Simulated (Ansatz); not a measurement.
**HBrCl (doublet): correlated methods under varied settings at distance Br1–H2 along a hydrogen transfer = 1.771 Å**

Aim: run HBrCl (doublet) at one geometry under a spread of methods and options, and see what each costs and gives.

Method: the settings change from run to run; program: Ansatz 0.2.0, Gaussian basis.

15 further runs of the same task are left out: 14 that didn't finish, 1 set aside as unsound or not needed.

## (1) The geometry

The geometry derives from fragments relaxed apart (PBE0/def2-TZVP) and kept rigid, so it is no stationary point. A hydrogen atom is moved between rigid fragments. No spin-orbit coupling is included. The filled d shell of Br may be among the frozen orbitals whatever the setting's name suggests; the logs give the count.

3 atoms, charge 0, spin multiplicity 2.

Atoms are counted from 1 here; the program's logs count them from 0.

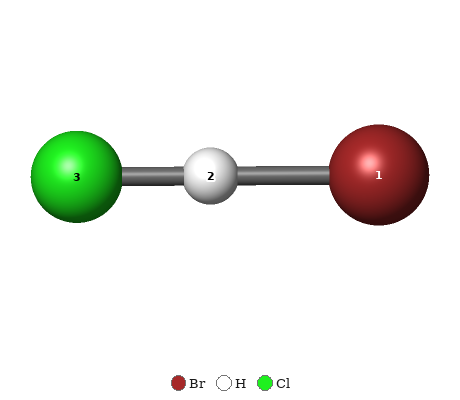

The geometry (bromine red, hydrogen white, chlorine green); atoms are numbered from 1 in the order of the file.

## (2) BCCD on ROHF/6-31G*

in.yaml

```yaml
crystal:
  periodic: [false, false, false]
  atoms:
    - {symbol: Br, position_ang: [0.000000, 0.000000, -1.650000]}
    - {symbol: H, position_ang: [0.000000, 0.000000, 0.121000]}
    - {symbol: Cl, position_ang: [0.000000, 0.000000, 1.529000]}
basis:
  gaussian: {orbitals: "6-31G*"}
magnetization: {spin_polarized: false, initial_magnetization: 1}
correlation: {method: bccd, electrons: outside_noble_gas}
accuracy: high
scf: {lower_state_search: off}
```

Started as:

```console
> ansatz run in.yaml --threads 1 --pin off --events-out ev --progress --plain --max-ram 2393MiB
```

Output (excerpt; [...] marks lines left out):

```text
Functional definition: HF
  name "HF"
  cite "Fock, Z. Phys. 61, 126 (1930) doi:10.1007/BF01340294"
  parent pbe
[...]
878 factors; integrals over basis functions are off by at most 4.4e-9 eV
[...]
mean field -82507.74311793 eV, -3032.1036338271 hartree, gradient 5.8e-8 eV, S^2 0.750000; 0 other end points of the search recorded, 0 dependent functions left out
19 core orbitals not correlated: weight in the atoms' cores, before any rotation towards them, 1.000 or more for the frozen orbitals, at most 0.000 for the correlated occupied ones
reference -82507.74311793 eV, -3032.1036338271 hartree; 8, 7 occupied and 29, 30 virtual orbitals, 878 factors
second order -6.52353675 eV of doubles, -0.09201903 eV of singles
cycle   1  -7.25010917 eV  change   -6.3e-1 eV  update   5.5e-2
[...]
cycle  20  -7.43751821 eV  change   5.8e-10 eV  update  5.9e-10
Total energy: -82515.18063614 eV, -3032.3769575800 hartree
Checks for a lower state left out: stability, starts, cluster_reference, orbital_swaps, neighbouring_geometries, increment
```

Run time: 1.8 s. Hardware: 1 thread of Intel Xeon 6975P-C, shared host.

From the report: correlation -7.4375 eV; largest double amplitude 0.07.

## (3) HF/def2-mTZVP

in.yaml

```yaml
crystal:
  periodic: [false, false, false]
  atoms:
    - {symbol: Br, position_ang: [0.000000, 0.000000, -1.650000]}
    - {symbol: H, position_ang: [0.000000, 0.000000, 0.121000]}
    - {symbol: Cl, position_ang: [0.000000, 0.000000, 1.529000]}
basis:
  gaussian: {orbitals: def2-mTZVP}
magnetization: {spin_polarized: false, initial_magnetization: 1}
hamiltonian: {xc: hf}
scf: {lower_state_search: full}
output: {orbitals: {seedname: orbitals}}
```

The command is unchanged.

Output (excerpt; [...] marks lines left out):

```text
Functional definition: HF
  name "HF"
  cite "Fock, Z. Phys. 61, 126 (1930) doi:10.1007/BF01340294"
  parent pbe
[...]
541 factors; integrals over basis functions are off by at most 8.5e-4 eV
[...]
mean field -82516.94700038 eV, -3032.4418702683 hartree, gradient 1.0e-6 eV, S^2 0.750000; 8 other end points of the search recorded, 0 dependent functions left out
reference -82516.94700038 eV, -3032.4418702683 hartree; 27, 26 occupied and 34, 35 virtual orbitals, 541 factors
Total energy: -82516.94700038 eV, -3032.4418702683 hartree
```

Wall time 1.8 s (1 thread of Intel Xeon 6975P-C, shared host).

## (4) CASSCF(13,8)/cc-pVDZ

in.yaml

```yaml
crystal:
  periodic: [false, false, false]
  atoms:
    - {symbol: Br, position_ang: [0.000000, 0.000000, -1.650000]}
    - {symbol: H, position_ang: [0.000000, 0.000000, 0.121000]}
    - {symbol: Cl, position_ang: [0.000000, 0.000000, 1.529000]}
basis:
  gaussian: {orbitals: cc-pVDZ}
magnetization: {spin_polarized: false, initial_magnetization: 1}
correlation: {active_space: {window: {electrons: 13, orbitals: 8}, states: [{multiplicity: 2, weights: [0.5, 0.5]}, {multiplicity: 4, weights: [1]}]}}
accuracy: high
output: {forces: true}
```

Same command.

Output (excerpt; [...] marks lines left out):

```text
Functional definition: HF
  name "HF"
  cite "Fock, Z. Phys. 61, 126 (1930) doi:10.1007/BF01340294"
  parent pbe
[...]
939 factors; integrals over basis functions are off by at most 4.6e-9 eV
[...]
mean field -82516.30164934 eV, -3032.4181540552 hartree, gradient 1.9e-8 eV, S^2 0.750000; 11 other end points of the search recorded, 0 dependent functions left out
reference -82516.30164934 eV, -3032.4181540552 hartree; 27, 26 occupied and 23, 24 virtual orbitals, 939 factors
state -82516.71382788 eV, -3032.4333013369 hartree
state -82516.50884207 eV, -3032.4257682477 hartree
state -82508.11517903 eV, -3032.1173068201 hartree
[...]
Total energy: -82512.36325700 eV, -3032.2734208062 hartree
Atom 0 at     0.000000     0.000000    -1.650000 Å, force     0.000000    -0.000000    -4.151040 eV/Å
Atom 1 at     0.000000     0.000000     0.121000 Å, force    -0.000000     0.000000    -0.686426 eV/Å
Atom 2 at     0.000000     0.000000     1.529000 Å, force     0.000000    -0.000000     4.837466 eV/Å
Dipole moment:     0.000000    -0.000000    -0.153267 e Å
```

Run time: 7.5 s. Hardware: 1 thread of Intel Xeon 6975P-C, shared host.

From the report: 224 determinants; active occupations (of the averaged states) 2.00, 1.98, 1.93, 1.93, 1.75, 1.57, 1.32, 0.52.

## (5) CCSDT on ROHF/STO-3G

in.yaml

```yaml
crystal:
  periodic: [false, false, false]
  atoms:
    - {symbol: Br, position_ang: [0.000000, 0.000000, -1.650000]}
    - {symbol: H, position_ang: [0.000000, 0.000000, 0.121000]}
    - {symbol: Cl, position_ang: [0.000000, 0.000000, 1.529000]}
basis:
  gaussian: {orbitals: STO-3G, point_charges: [{charge: 1.00, position_ang: [4.478, 0.096, 0.404]}]}
magnetization: {spin_polarized: false, initial_magnetization: 1}
correlation: {method: ccsdt, electrons: valence, diis_vectors: 4}
```

The command is unchanged.

Output (excerpt; [...] marks lines left out):

```text
Functional definition: HF
  name "HF"
  cite "Fock, Z. Phys. 61, 126 (1930) doi:10.1007/BF01340294"
  parent pbe
[...]
352 factors; integrals over basis functions are off by at most 7.1e-8 eV
[...]
mean field -81627.66018850 eV, -2999.7611827120 hartree, gradient 3.3e-7 eV, S^2 0.750000; 13 other end points of the search recorded, 0 dependent functions left out
[...]
determinant -81627.66018850 eV, -2999.7611827120 hartree, with singles and doubles -81628.15695345 eV, -2999.7794384874 hartree
determinant -81627.59987699 eV, -2999.7589663050 hartree, with singles and doubles -81628.09887328 eV, -2999.7773040803 hartree
determinant -81627.41435578 eV, -2999.7521485263 hartree, with singles and doubles -81628.15510506 eV, -2999.7793705604 hartree
determinant -81624.49005612 eV, -2999.6446824959 hartree, with singles and doubles -81625.11956327 eV, -2999.6678164568 hartree
determinant -81624.42160686 eV, -2999.6421670319 hartree, with singles and doubles -81625.05122845 eV, -2999.6653051986 hartree
determinant -81627.66018850 eV, -2999.7611827120 hartree, with singles and doubles -81628.15690288 eV, -2999.7794366290 hartree
determinant -81627.59987699 eV, -2999.7589663050 hartree, with singles and doubles -81628.08742331 eV, -2999.7768833017 hartree
determinant -81627.41435578 eV, -2999.7521485263 hartree, with singles and doubles -81628.16477811 eV, -2999.7797260382 hartree
14 core orbitals not correlated: weight in the atoms' cores, before any rotation towards them, 1.000 or more for the frozen orbitals, at most 0.000 for the correlated occupied ones
reference -81627.41435578 eV, -2999.7521485263 hartree; 13, 12 occupied and 1, 2 virtual orbitals, 352 factors
second order -0.44614451 eV of doubles, -0.03641092 eV of singles
cycle   1  -0.63123457 eV  change   -1.5e-1 eV  update   3.9e-2
[...]
cycle  23  -0.75197695 eV  change   -9.3e-7 eV  update   1.9e-6
Total energy: -81628.16633273 eV, -2999.7797831695 hartree
```

Run time: 1.8 s. Hardware: 1 thread of Intel Xeon 6975P-C, shared host.

From the report: correlation -0.7520 eV; T1 0.054; largest double amplitude 0.09.

## (6) BCCD(T) on UHF/cc-pVDZ

in.yaml

```yaml
crystal:
  periodic: [false, false, false]
  atoms:
    - {symbol: Br, position_ang: [0.000000, 0.000000, -1.650000]}
    - {symbol: H, position_ang: [0.000000, 0.000000, 0.121000]}
    - {symbol: Cl, position_ang: [0.000000, 0.000000, 1.529000]}
basis:
  gaussian: {orbitals: cc-pVDZ}
magnetization: {spin_polarized: true, initial_magnetization: 1}
correlation: {method: bccd_t, electrons: valence}
```

Launched as before.

Output (excerpt; [...] marks lines left out):

```text
Functional definition: HF
  name "HF"
  cite "Fock, Z. Phys. 61, 126 (1930) doi:10.1007/BF01340294"
  parent pbe
[...]
557 factors; integrals over basis functions are off by at most 1.9e-3 eV
[...]
mean field -82516.43364509 eV, -3032.4230048095 hartree, gradient 1.2e-6 eV, S^2 0.780538; 10 other end points of the search recorded, 0 dependent functions left out
determinant -82516.43364509 eV, -3032.4230048095 hartree, with singles and doubles -82524.39064213 eV, -3032.7154190573 hartree
determinant -82516.40045861 eV, -3032.4217852289 hartree, with singles and doubles -82524.25991490 eV, -3032.7106149202 hartree
determinant -82514.83031408 eV, -3032.3640834816 hartree, with singles and doubles -82522.59662267 eV, -3032.6494900583 hartree
determinant -82514.27217320 eV, -3032.3435721824 hartree, with singles and doubles -82522.78732634 eV, -3032.6564982887 hartree
determinant -82516.43364509 eV, -3032.4230048095 hartree, with singles and doubles -82524.39072154 eV, -3032.7154219755 hartree
determinant -82516.40045861 eV, -3032.4217852289 hartree, with singles and doubles -82524.26090675 eV, -3032.7106513698 hartree
14 core orbitals not correlated: weight in the atoms' cores, before any rotation towards them, 1.000 or more for the frozen orbitals, at most 0.000 for the correlated occupied ones
reference -82516.43364509 eV, -3032.4230048095 hartree; 13, 12 occupied and 23, 24 virtual orbitals, 557 factors
second order -7.16726502 eV of doubles, -0.00000000 eV of singles
cycle   1  -7.95171921 eV  change    5.4e-3 eV  update   2.9e-3
[...]
cycle   6  -7.95165618 eV  change   -9.8e-6 eV  update   1.5e-5
perturbative correction -0.14491753 eV, -0.0053256209 hartree
Total energy: -82524.53021880 eV, -3032.7205484052 hartree
```

Run time: 7 s. Hardware: 1 thread of Intel Xeon 6975P-C, shared host.

From the report: ⟨S²⟩ of the determinant 0.781 (pure doublet: 0.75); correlation -8.0966 eV; largest double amplitude 0.07.

## (7) CCSD on UHF/6-31G

in.yaml: that of step 6 with these lines changed.

```diff
@@ -7,4 +7,5 @@
 basis:
-  gaussian: {orbitals: cc-pVDZ}
+  gaussian: {orbitals: 6-31G, point_charges: [{charge: 1.00, position_ang: [4.490, 0.549, 0.591]}]}
 magnetization: {spin_polarized: true, initial_magnetization: 1}
-correlation: {method: bccd_t, electrons: valence}
+correlation: {method: ccsd, electrons: outside_noble_gas}
+output: {forces: true}
```

Same command.

Output (excerpt; [...] marks lines left out):

```text
Functional definition: HF
  name "HF"
  cite "Fock, Z. Phys. 61, 126 (1930) doi:10.1007/BF01340294"
  parent pbe
[...]
431 factors; integrals over basis functions are off by at most 7.7e-4 eV
[...]
mean field -82506.26630311 eV, -3032.0493618833 hartree, gradient 5.4e-6 eV, S^2 0.782057; 13 other end points of the search recorded, 0 dependent functions left out
determinant -82506.26630311 eV, -3032.0493618833 hartree, with singles and doubles -82508.86236377 eV, -3032.1447653529 hartree
determinant -82506.16993960 eV, -3032.0458205898 hartree, with singles and doubles -82508.65647689 eV, -3032.1371991497 hartree
determinant -82504.47588477 eV, -3031.9835652229 hartree, with singles and doubles -82506.80332522 eV, -3032.0690970817 hartree
determinant -82504.38734930 eV, -3031.9803116046 hartree, with singles and doubles -82506.70797996 eV, -3032.0655932083 hartree
[...]
determinant -82506.16993960 eV, -3032.0458205898 hartree, with singles and doubles -82508.67425259 eV, -3032.1378523946 hartree
19 core orbitals not correlated: weight in the atoms' cores, before any rotation towards them, 1.000 or more for the frozen orbitals, at most 0.000 for the correlated occupied ones
reference -82506.26630311 eV, -3032.0493618833 hartree; 8, 7 occupied and 17, 18 virtual orbitals, 431 factors
second order -2.15414579 eV of doubles, -0.00000000 eV of singles
cycle   1  -2.61313948 eV  change    1.5e-6 eV  update   4.4e-6
[...]
cycle  10  -2.61313734 eV  change    2.3e-8 eV  update   1.6e-7
[...]
Total energy: -82508.87944045 eV, -3032.1453929093 hartree
Atom 0 at     0.000000     0.000000    -1.650000 Å, force     0.024693     0.003019    -1.317361 eV/Å
Atom 1 at     0.000000     0.000000     0.121000 Å, force    -0.131610    -0.016092     1.100100 eV/Å
Atom 2 at     0.000000     0.000000     1.529000 Å, force     0.127872     0.015635     0.189096 eV/Å
Dipole moment:    -0.054175    -0.006624    -0.263268 e Å
```

Wall time 5.5 s (1 thread of Intel Xeon 6975P-C, shared host).

From the report: ⟨S²⟩ of the determinant 0.782 (pure doublet: 0.75); correlation -2.6131 eV; T1 0.011; largest double amplitude 0.08.

## (8) CCSD on ROHF/cc-pVDZ

in.yaml

```yaml
crystal:
  periodic: [false, false, false]
  atoms:
    - {symbol: Br, position_ang: [0.000000, 0.000000, -1.650000]}
    - {symbol: H, position_ang: [0.000000, 0.000000, 0.121000]}
    - {symbol: Cl, position_ang: [0.000000, 0.000000, 1.529000]}
basis:
  gaussian: {orbitals: cc-pVDZ}
magnetization: {spin_polarized: false, initial_magnetization: 1}
correlation: {method: ccsd, electrons: all, diis_vectors: 2}
```

Same command.

Output (excerpt; [...] marks lines left out):

```text
Functional definition: HF
  name "HF"
  cite "Fock, Z. Phys. 61, 126 (1930) doi:10.1007/BF01340294"
  parent pbe
[...]
557 factors; integrals over basis functions are off by at most 1.9e-3 eV
[...]
mean field -82516.30162431 eV, -3032.4181531351 hartree, gradient 6.0e-7 eV, S^2 0.750000; 13 other end points of the search recorded, 0 dependent functions left out
[...]
determinant -82516.30162431 eV, -3032.4181531351 hartree, with singles and doubles -82524.59305805 eV, -3032.7228577050 hartree
determinant -82516.24761394 eV, -3032.4161682906 hartree, with singles and doubles -82524.72150841 eV, -3032.7275781687 hartree
determinant -82514.70972770 eV, -3032.3596520140 hartree, with singles and doubles -82522.92882983 eV, -3032.6616984462 hartree
determinant -82514.16740562 eV, -3032.3397220451 hartree, with singles and doubles -82523.11143893 eV, -3032.6684092067 hartree
determinant -82516.30162431 eV, -3032.4181531351 hartree, with singles and doubles -82524.59387495 eV, -3032.7228877256 hartree
determinant -82516.24761394 eV, -3032.4161682906 hartree, with singles and doubles -82524.72124080 eV, -3032.7275683342 hartree
reference -82516.24761394 eV, -3032.4161682906 hartree; 27, 26 occupied and 23, 24 virtual orbitals, 557 factors
second order -7.67849890 eV of doubles, -0.08990567 eV of singles
cycle   1  -8.47362401 eV  change    2.9e-6 eV  update   1.5e-6
Total energy: -82524.72123794 eV, -3032.7275682293 hartree
```

Run time: 15 s. Hardware: 1 thread of Intel Xeon 6975P-C, shared host; peak memory 0.31 GiB.

From the report: correlation -8.4736 eV; T1 0.010; largest double amplitude 0.07.

## (9) CCSDTQ on UHF/STO-3G

in.yaml

```yaml
crystal:
  periodic: [false, false, false]
  atoms:
    - {symbol: Br, position_ang: [0.000000, 0.000000, -1.650000]}
    - {symbol: H, position_ang: [0.000000, 0.000000, 0.121000]}
    - {symbol: Cl, position_ang: [0.000000, 0.000000, 1.529000]}
basis:
  gaussian: {orbitals: STO-3G}
magnetization: {spin_polarized: true, initial_magnetization: 1}
correlation: {method: ccsdtq, electrons: valence, diis_vectors: 1}
scf: {lower_state_search: full}
```

Same command.

Output (excerpt; [...] marks lines left out):

```text
Functional definition: HF
  name "HF"
  cite "Fock, Z. Phys. 61, 126 (1930) doi:10.1007/BF01340294"
  parent pbe
[...]
352 factors; integrals over basis functions are off by at most 7.1e-8 eV
[...]
mean field -81627.63444859 eV, -2999.7602367879 hartree, gradient 1.6e-6 eV, S^2 0.750816; 11 other end points of the search recorded, 0 dependent functions left out
determinant -81627.63444859 eV, -2999.7602367879 hartree, with singles and doubles -81628.12210593 eV, -2999.7781578644 hartree
determinant -81627.51434058 eV, -2999.7558228998 hartree, with singles and doubles -81628.15044649 eV, -2999.7791993611 hartree
determinant -81624.58905646 eV, -2999.6483206912 hartree, with singles and doubles -81625.72508953 eV, -2999.6900691365 hartree
determinant -81627.63444859 eV, -2999.7602367879 hartree, with singles and doubles -81628.12206219 eV, -2999.7781562573 hartree
determinant -81627.51434058 eV, -2999.7558228998 hartree, with singles and doubles -81628.15062697 eV, -2999.7792059935 hartree
14 core orbitals not correlated: weight in the atoms' cores, before any rotation towards them, 1.000 or more for the frozen orbitals, at most 0.000 for the correlated occupied ones
reference -81627.51434058 eV, -2999.7558228998 hartree; 13, 12 occupied and 1, 2 virtual orbitals, 352 factors
second order -0.40068775 eV of doubles, -0.00000000 eV of singles
cycle   1  -0.52889261 eV  change   -1.3e-1 eV  update   3.5e-2
[...]
cycle  15  -0.63843838 eV  change   -1.6e-6 eV  update   9.6e-7
Total energy: -81628.15277896 eV, -2999.7792850775 hartree
```

Wall time 8 s (1 thread of Intel Xeon 6975P-C, shared host); peak memory 0.26 GiB.

From the report: ⟨S²⟩ of the determinant 0.772 (pure doublet: 0.75); correlation -0.6384 eV; T1 0.005; largest double amplitude 0.10.

## (10) All runs side by side

| level | correlated | functions | energy (eV) | time |
| --- | --- | --- | --- | --- |
| BCCD on ROHF/6-31G* | outside noble gas | 56 | -82515.1806 | 1.8 s |
| HF/def2-mTZVP |  | 61 | -82516.9470 | 1.8 s |
| CASSCF(13,8)/cc-pVDZ (mean of several states) |  | 50 | -82512.3633 | 7.5 s |
| CCSDT on ROHF/STO-3G (beside a point charge) | valence | 28 | -81628.1663 | 1.8 s |
| BCCD(T) on UHF/cc-pVDZ | valence | 50 | -82524.5302 | 7 s |
| CCSD on UHF/6-31G (beside a point charge) | outside noble gas | 44 | -82508.8794 | 5.5 s |
| CCSD on ROHF/cc-pVDZ | all | 50 | -82524.7212 | 15 s |
| CCSDTQ on UHF/STO-3G | valence | 28 | -81628.1528 | 8 s |

## (11) Outcome

| quantity | value |
| --- | --- |
| runs | 8 |
| quickest | BCCD on ROHF/6-31G*, 1.8 s |
| slowest | CCSD on ROHF/cc-pVDZ, 15 s |

Total energies in different bases, with other cores or another treatment of relativity can't be set against each other. CCSD on ROHF/cc-pVDZ took 8 times as long as BCCD on ROHF/6-31G*; the jobs differ in more than the method.
